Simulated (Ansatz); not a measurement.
# Al wire along [100], 13 atoms a period: bands along the axis, part 2 of 2

What gap, if any, does the Al wire along [100], 13 atoms a period have, and how many channels would it open?

Ansatz 0.2.0; DFT PBE, plane waves, PAW; relaxation of a wire's period; PAW set soft_1 (the session's first sound run).

So far: Set-up; The relaxed wire.

## 2. The relaxed wire (continued)

Relaxation path:

| step | energy less that of the first step (eV) | largest force component (eV/Å) | pressure (GPa) | volume (Å³) |
| --- | --- | --- | --- | --- |
| 1 | 0.0000 | 0.7496 | -1.02 | 894.51 |
| 2 | -0.4296 | 0.3095 | -0.03 | 883.98 |
| 3 | -0.4394 | 0.1737 | -0.32 | 910.57 |
| 4 | -0.5004 | 0.0130 | -0.01 | 897.57 |
| 5 | -0.5053 | 0.0303 | -0.01 | 903.23 |
| 6 | -0.5038 | 0.0184 | -0.09 | 910.98 |
| 7 | -0.5066 | 0.0025 | -0.05 | 906.07 |
| 8* | -0.5073 | 0.0025 | -0.04 | 906.07 |

Relaxation steps marked * repeat the geometry before them on a plane-wave basis chosen anew for their cell, so energy and pressure can jump there. Relaxation step 6 was tried and not accepted.

Forces are held to the 16 operations that the run works with; a distortion that breaks them can't arise in this run.

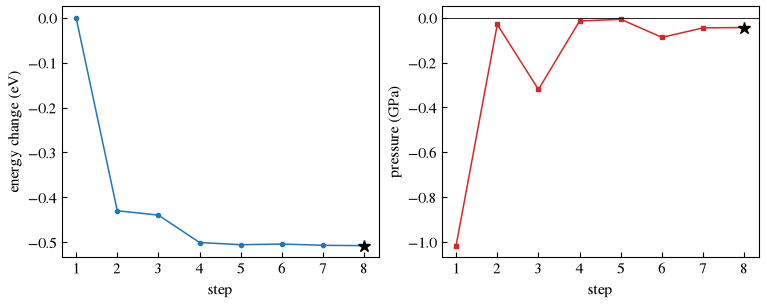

Energy and pressure along the relaxation. Stars mark steps on a basis chosen anew.

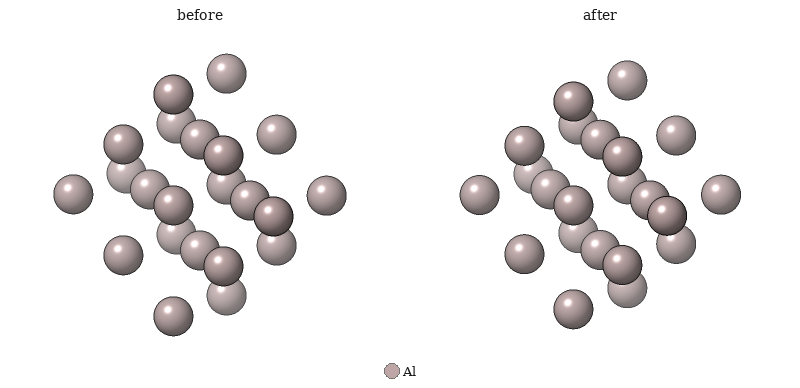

Before and after, at one scale.

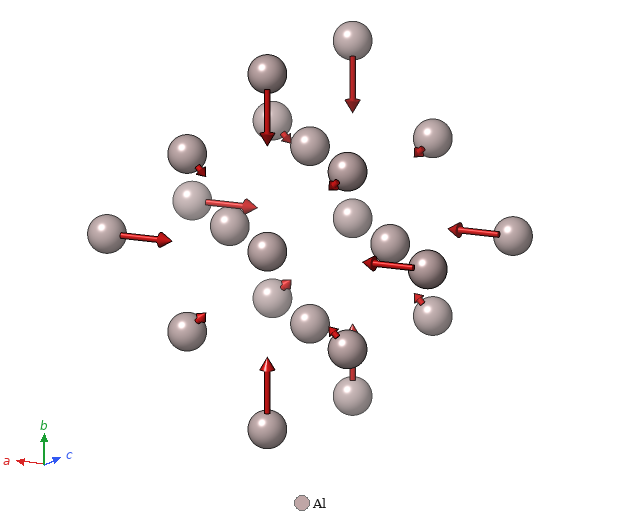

Displacements in the relaxation, exaggerated, measured against the changing cell; the longest in the cell stands for 0.26 Å. Some periodic images of atoms are drawn too.

| cell as run | before | after | change |
| --- | --- | --- | --- |
| c (Å) | 4.040 | 4.092 | +1.3 % |

The atoms that moved most (Å, along periodic axes as changes of fractional coordinates times the final cell, across vacuum about the mean position):

| atom | dx | dy | dz | length |
| --- | --- | --- | --- | --- |
| Al6 | 0.000 | -0.255 | 0.000 | 0.255 |
| Al9 | -0.255 | 0.000 | 0.000 | 0.255 |
| Al4 | 0.000 | 0.255 | 0.000 | 0.255 |
| Al1 | 0.255 | 0.000 | 0.000 | 0.255 |
| Al8 | -0.045 | -0.045 | 0.000 | 0.064 |
| Al7 | -0.045 | 0.045 | 0.000 | 0.064 |
| Al3 | 0.045 | -0.045 | 0.000 | 0.064 |
| Al2 | 0.045 | 0.045 | 0.000 | 0.064 |

Numbers from this step:

```
energy at zero smearing    : -6979.9533 eV
cell length along the wire : 4.092 Å
```

The cell's length comes to 4.092 Å with spin left out.

## 3. Bands of the perfect wire

This step: DFT PBE, plane waves, PAW; bands of a perfect wire; PAW set soft_1 (Ansatz 0.2.0).

At the relaxed period the bands are computed along the axis; those that cross an energy going forward count the channels that a perfect wire would open there.

File input.yaml:

```yaml
crystal:
  lattice:
    - [14.88, 0.0, 0.0]
    - [0.0, 14.88, 0.0]
    - [0.0, 0.0, 4.0922067143]
  atoms:
    - { symbol: Al, position: [0.24565958, 0.5, 0.0] }
    - { symbol: Al, position: [0.36727258, 0.36727258, 0.0] }
    - { symbol: Al, position: [0.36727258, 0.63272742, 0.0] }
    - { symbol: Al, position: [0.5, 0.24565958, 0.0] }
    - { symbol: Al, position: [0.5, 0.5, 0.0] }
    - { symbol: Al, position: [0.5, 0.75434042, 0.0] }
    - { symbol: Al, position: [0.63272742, 0.36727258, 0.0] }
    - { symbol: Al, position: [0.63272742, 0.63272742, 0.0] }
    - { symbol: Al, position: [0.75434042, 0.5, 0.0] }
    - { symbol: Al, position: [0.365022477, 0.5, 0.5] }
    - { symbol: Al, position: [0.5, 0.365022477, 0.5] }
    - { symbol: Al, position: [0.5, 0.634977523, 0.5] }
    - { symbol: Al, position: [0.634977523, 0.5, 0.5] }
kpoints:
  mp_grid: { grid: [1, 1, 20] }
  band_path: { path: ["Γ", Z], npoints: 90 }
scf:
  occupations: { method: fermi_dirac, width: 0.05 }
hamiltonian:
  xc: pbe
  pseudopotentials: { kind: paw, azcp: { folder: soft_1 } }
output:
  dos: { e_range: [-5, 4] }
  write_potential: true
  write_density: true
  volumetric_format: npy
```

Launch:

```bash
$ ansatz run input.yaml --threads 4 --pin off --max-ram 16384MiB --backend cpu --events-out ev --progress --plain --runs-dir out
```

Numbers of over 12 decimals in the logs are rounded to 6 here.

The log of the run:

```text
[...]
Crystal: 13 atoms, lattice volume = 906.073 Å³
Basis set: ecut = 420 eV, 17641 PW (Γ)
Bands: 33, of which v1, the nominal top of the filled ones, is band 20 counted from 1 (19 counted from 0)
Symmetry: 16 space group operations
[...]
k-points: 11 of 20
[...]
SCF iter   1: F=—  HF=-6983.723068 eV  |F-HF|=—  |Δ(HF+E_count)|=         —  Δρ=1.79e-2  dr2=2.24e1  ethr=3.10e-3  ⟨swp⟩=8.9  Hψ=2284  notcnv=0  defer=3
[...]
SCF iter   9: F=-6979.973949 eV  HF=-6979.973949 eV  |F-HF|=9.91e-11  |Δ(HF+E_count)|=   3.01e-8  Δρ=3.50e-7  dr2=3.06e-9  ethr=2.56e-10  ⟨swp⟩=2.6  Hψ=703  notcnv=0
SCF 1 converged in 9 iterations: F = -6979.973949 eV  dr2 = 3.06e-9
[...]
NSCF: frozen V_eff on 91 k-points
WARN: The output density's exchange-correlation potential varies sharply where the density is thin. Do not read a vacuum level from v_tot or v_xc, or from such a field of the output density. On a cell that repeats whose density bears no net charge and no dipole along the vacuum's axis use v_es (v_loc + v_h of the components); under efield.dipole_correction with no amplitude use v_es + v_field, which holds any externa [...]
SCF converged after 9 iterations
Free energy (F): -6979.973949 eV
[...]
Internal energy: -6979.933804 eV  (E = F + TS)
E sigma→0 (E₀):  -6979.953876 eV
Entropy (-TS):   -0.040146 eV (-3.088 meV/atom)
Fermi energy:    -1.261431 eV
[...]
--- Band table (eV; the first three rows and the last of 11) ---
  k-point 0: bands = [... 16 lower, -1.7874, -1.4959, -1.2374, -0.9707, -0.9707, -0.2639, -0.0605, -0.0605, ... 9 higher]
  k-point 1: bands = [... 16 lower, -1.4969, -1.4934, -1.2299, -0.9367, -0.9367, -0.5298, 0.2582, 0.2582, ... 9 higher]
  k-point 2: bands = [... 16 lower, -1.5142, -1.2513, -1.0801, -0.8807, -0.8807, -0.7261, 0.0368, 0.1388, ... 9 higher]
  k-point 10: bands = [... 16 lower, -2.5137, -2.5137, -1.6269, -1.4879, -1.4012, -0.4527, -0.4527, 0.0129, ... 9 higher]
```

Run time: 33 s. Hardware: 4 threads of Arm Neoverse V1, shared host; peak memory 1.7 GiB; 2.2 min of CPU time.

The column dr2 measures how far the density is from self-consistency, as an energy; F and HF (Harris–Foulkes) agree once it is small.

This step gave:

```yaml
energy_at_zero_smearing: -6979.9539 eV
band_gap: 0 eV
```

The electronic bands at the labelled points (eV, zero at the Fermi level):

| point | band 16 | band 17 | band 18 | band 19 | band 20 | band 21 | band 22 | band 23 |
| --- | --- | --- | --- | --- | --- | --- | --- | --- |
| Γ | -0.53 | -0.53 | -0.23 | 0.02 | 0.29 | 0.29 | 1.00 | 1.20 |
| Z | -1.61 | -1.25 | -1.25 | -0.37 | -0.23 | -0.14 | 0.81 | 0.81 |

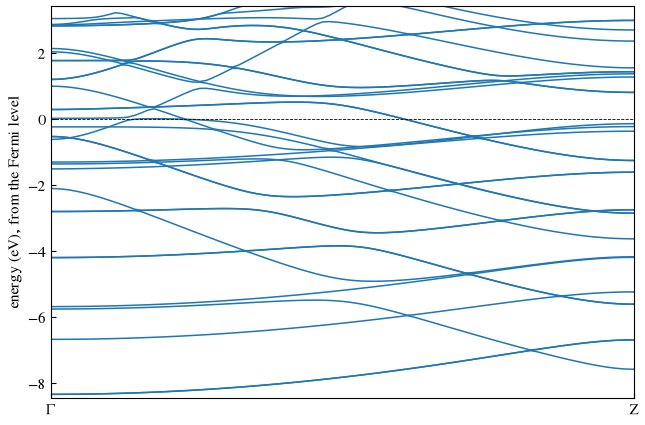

Electronic bands along the path.

Between Γ and Z the bands cross the Fermi level 5 times, so a perfect wire would conduct at least 5 G₀, with spin left out.

## 4. Results

| Quantity | Value |
| --- | --- |
| cell length, PBE | 4.092 Å |
| ballistic conductance by band crossings, a lower bound, PBE | 5 G₀ |

In words: Under PBE the cell's length is 4.09 Å, and the bands cross the Fermi level 5 times between Γ and Z, which gives a perfect wire at least 5 G₀ (opposite crossings within one step of the path cancel in such a count).

[Logs are printed without paths, hosts, clocks, repeated set-up lines and the standing remarks that a program may print on its own settings, such as how far it seeks lower states.]

[Hosts, paths, dates, database ids (printed as entryN), source tags and the programs' standing remarks are cut or masked in the printed files.]
